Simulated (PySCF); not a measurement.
```xyz
15

N     2.8953   -0.1540   -0.7676
Si    2.3990   -0.0641    0.9005
Si    0.1544    0.6115    0.9967
C    -0.9050   -0.5660   -0.0378
Si   -2.7445   -0.1688   -0.0382
H     2.4096   -0.7708   -1.4100
H     3.8751   -0.0733   -1.0176
H     3.3270    0.9268    1.5451
H    -0.2964    0.5706    2.4248
H    -0.0524    2.0117    0.4965
H    -0.7605   -1.5934    0.3385
H    -0.5410   -0.5481   -1.0798
H    -3.2832   -0.2170    1.3558
H    -2.9792    1.2009   -0.5899
H    -3.5070   -1.1498   -0.8731
```

Geometry: PBE0-D3(BJ)/def2-SVP.

All numbers below come from UKS B3LYP, IGLO-III on C N Si, pcH-1 on H, non-relativistic, mean-field spin-orbit, GIAO (PySCF 2.14.0, density-fitted response routines).

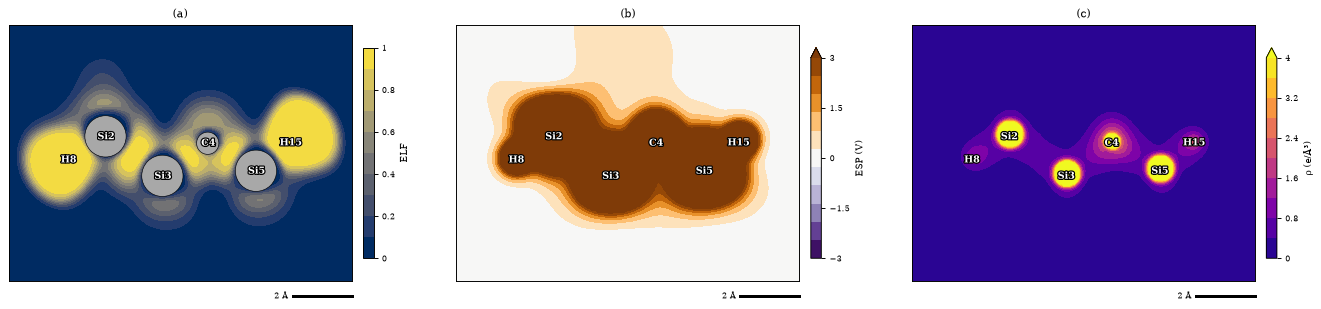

CH$_{10}$NSi$_{3}$ (SMILES N[SiH][SiH2]C[SiH3]) (doublet). (a) ELF; (b) electrostatic potential; (c) electron density on the plane of atoms Si3, C4 and Si5. Grey discs cover the atomic cores in the ELF map.

Q: Read the bonding off the picture.

A: Atoms in the plane: Si, C and H. C–Si (1.88 Å): ρ is about 0.87 e/Å³ halfway; the ELF peaks at about 0.95 between the atoms, as expected for a shared electron pair. Si–Si (2.35 Å): ρ is about 0.59 e/Å³ halfway; the ELF peaks at about 1 between the atoms; a shared electron pair. Si–H (1.50 Å): the density is about 0.77 e/Å³ at the midpoint; the ELF climbs to about 1 towards the hydrogen, as it does in any bond to H; an ordinary covalent bond to hydrogen. The potential has no marked negative region in this plane.
